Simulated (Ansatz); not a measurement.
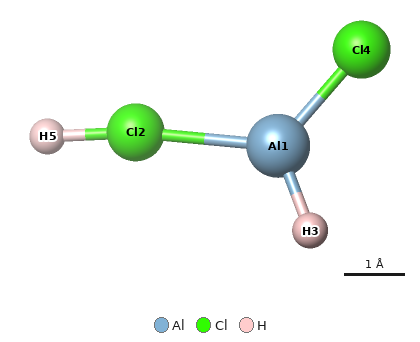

*The input geometry (ball-and-stick view, seen at a tilt; atoms are numbered from 1 in the order of the input). Sticks mark near contacts.*

Bond lengths as drawn: Al–Cl 2.13 to 2.45 Å, Al–H 1.58 Å and Cl–H 1.50 Å.

## Run report: AlH$_{2}$Cl$_{2}$, frequency calculation

System: AlH$_{2}$Cl$_{2}$, multiplicity 2.
Method: UKS BHLYP/cc-pVDZ (Ansatz 0.2.0).

It belongs to a series of runs on one base structure; here: vibrations at the highest image of the band. Figures and captions count atoms from 1; the log counts them from 0 in places.

Input
```yaml
crystal:
  periodic: [false, false, false]
  atoms:
    - { symbol: Al, position_ang: [-0.07915, 1.2e-05, 0.055328] }
    - { symbol: Cl, position_ang: [-0.087747, 1.1e-05, 2.504322] }
    - { symbol: H, position_ang: [1.317418, -6.0e-06, -0.682991] }
    - { symbol: Cl, position_ang: [-1.850124, -6.0e-06, -1.134369] }
    - { symbol: H, position_ang: [0.119403, -1.1e-05, 3.992709] }
magnetization:
  spin_polarized: true
  initial_magnetization: 1
basis:
  gaussian: { orbitals: cc-pVDZ }
hamiltonian:
  xc: { name: BHLYP }
phonons: {}
```

Launch command:
```bash
ansatz run input.yaml --threads 2 --pin off --max-ram 3072MiB --backend cpu --events-out ev --progress --plain --runs-dir out
```

Log
```
Engine: ansatz 0.2.0, aarch64-unknown-linux-gnu
Functional definition: BHLYP
  parameter a = 0.5
  exchange = (1 - a)*b88_x + a*exact_x
  correlation = lyp_c
722 factors; integrals over basis functions are off by at most 4.3e-4 eV
mean field evaluation 1: about -31674.0284 eV, gradient 1.0e1 eV
mean field evaluation 2: about -31674.5609 eV, gradient 7.7e0 eV
mean field evaluation 4: about -31674.9194 eV, gradient 5.5e-1 eV
mean field evaluation 8: about -31674.9545 eV, gradient 3.9e-2 eV
mean field evaluation 16: about -31674.9545 eV, gradient 4.0e-5 eV
mean field -31674.95452098 eV, -1164.0331085908 hartree, gradient 4.0e-5 eV, S^2 0.769234; 0 other end points of the search recorded, 0 dependent functions left out
the calculation of the forces begins
reference -31674.95469915 eV, -1164.0331151384 hartree; 25, 24 occupied and 39, 40 virtual orbitals, 722 factors
these checks for a lower state are left out or cut short: stability, starts, cluster_reference, orbital_swaps, neighbouring_geometries, increment
722 factors; integrals over basis functions are off by at most 4.3e-4 eV
mean field -31674.95442991 eV, -1164.0331052438 hartree, gradient 1.4e-6 eV, S^2 0.769220; 0 other end points of the search recorded, 0 dependent functions left out
[... from here on the field's lines of each further geometry are left out, up to the last ...]
the calculation of the forces begins
reference -31674.95468391 eV, -1164.0331145783 hartree; 25, 24 occupied and 39, 40 virtual orbitals, 722 factors
these checks for a lower state are left out or cut short: stability, starts, cluster_reference, orbital_swaps, neighbouring_geometries, increment
722 factors; integrals over basis functions are off by at most 4.2e-4 eV
mean field -31674.95453389 eV, -1164.0331090653 hartree, gradient 2.6e-6 eV, S^2 0.769111; 0 other end points of the search recorded, 0 dependent functions left out
the calculation of the forces begins
reference -31674.95471195 eV, -1164.0331156087 hartree; 25, 24 occupied and 39, 40 virtual orbitals, 722 factors
WARN: phonons: modes at or below zero, which the zero-point energy, F, S and C_V leave out: 2, the lowest at -748.50 cm⁻¹. A minimum has none, and a first-order saddle one
Total energy: -31674.95469915 eV, -1164.0331151384 hartree
Atom 0 at    -0.079150     0.000012     0.055328 Å, force    -0.009851     0.000002    -0.026586 eV/Å
Atom 1 at    -0.087747     0.000011     2.504322 Å, force     0.003390     0.000009     0.012835 eV/Å
Atom 2 at     1.317418    -0.000006    -0.682991 Å, force    -0.010473    -0.000002     0.001456 eV/Å
Atom 3 at    -1.850124    -0.000006    -1.134369 Å, force     0.022188    -0.000002     0.017983 eV/Å
Atom 4 at     0.119403    -0.000011     3.992709 Å, force    -0.005255    -0.000007    -0.005688 eV/Å
Dipole moment:     0.265415     0.000003     0.132871 e Å
Vibrations: -748.50 -213.47 66.11 313.42 420.59 499.57 606.25 731.30 1927.72 cm⁻¹, zero-point energy 0.282992 eV
```

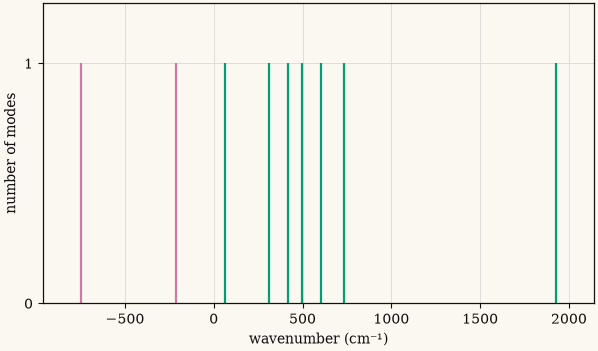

*Harmonic vibrational wavenumbers from the force constants; neighbouring modes closer than 12 cm⁻¹ are counted in one stick, and imaginary ones are drawn at negative wavenumbers.*

9 modes from 748i to 1928 cm⁻¹, 2 imaginary beyond 8i (748i, 213i cm⁻¹): not a minimum.

Key numbers

```csv
quantity,value
outcome,converged
total energy,−31674.9547 eV
mean-field energy,−31674.9547 eV
⟨S²⟩,0.769
largest force (length of the vector),0.029 eV/Å
hardware,"2 threads of Arm Neoverse V1, 24 GiB of memory available, shared host"
wall time,34 s (CPU time 66 s)
peak memory,0.17 GiB
```
